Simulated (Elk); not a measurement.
Band structure of MgTl (Pm-3m, 2 atoms in the cell).

```
CELL_PARAMETERS angstrom
      3.63780     0.00000     0.00000
      0.00000     3.63780     0.00000
      0.00000     0.00000     3.63780
ATOMIC_POSITIONS crystal
  Mg 0.00000 0.00000 0.00000
  Tl 0.50000 0.50000 0.50000
```

Computed with PBEsol, all-electron FP-LAPW, Elk's shipped species files, LAPW+lo basis run with Elk 10.2.4.

Settings: xctype = 22; rgkmax = 7.5; stype = 0; swidth = 0.00999582 Ha; ngridk = 7 7 7; gmaxvr = 16 1/bohr; nxoapwlo = 1.

The starting cell comes from a database of computed structures (which also holds hypothetical and non-ambient phases and stackings), without a prior relaxation at this level. Spin-orbit coupling is off. Values depend on the basis (sphere radii, cutoffs, local orbitals), which need not be converged.

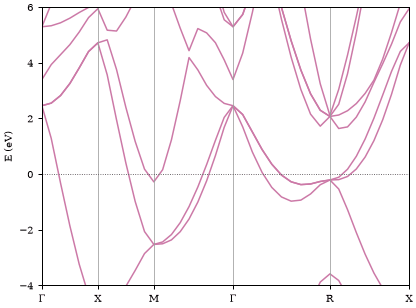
Figure: Bands along the path, energies from the Fermi level.

Levels in eV from the Fermi level, bands 11 to 18:
| point | 11 | 12 | 13 | 14 | 15 | 16 | 17 | 18 |
|---|---|---|---|---|---|---|---|---|
| Γ | -11.31 | -11.31 | -9.53 | 2.46 | 2.46 | 2.46 | 3.40 | 5.30 |
| X | -11.41 | -11.30 | -7.30 | -4.85 | 4.72 | 4.72 | 5.95 | 6.07 |
| M | -11.43 | -11.12 | -5.40 | -2.52 | -2.52 | -0.28 | 7.29 | 8.11 |
| R | -11.12 | -11.12 | -3.58 | -0.21 | -0.21 | -0.21 | 2.07 | 2.07 |

Bands cross the Fermi level along this path, so the cell is metallic at this level.
